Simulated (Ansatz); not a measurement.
A relaxed structure of MgSe. These are r2SCAN (plane waves to 500 eV, PAW, scalar-relativistic; Ansatz, a program for electronic structure) values and carry that method's errors.

Fm-3m (No. 225), cF8, rock salt type; a = 5.472 Å, b = 5.472 Å, c = 5.472 Å, α = 90.00°, β = 90.00°, γ = 90.00°.

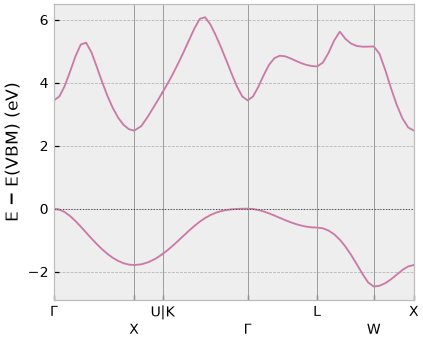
*Highest filled and lowest empty band along the path of this cell's Brillouin zone*

Task: Read off the gap and say whether it is direct.

Result: 2.48 eV, indirect (valence top at Γ, conduction bottom at X) (no spin-orbit coupling).

Task: How far does the top valence band disperse along this path?

Result: About 2.5 eV.

No spin polarisation in the result.

Measured for MgSe: a 5.46 Å (room temperature; as listed in M J Lucero, T M Henderson, G E Scuseria, Journal of Physics Condensed Matter (2012)). Computed minus measured — a: r2SCAN +0.2 %. The computed values are for a static lattice.

The run could not lose the symmetry of its start; a randomly shaken copy of 4 atoms returns to this structure.
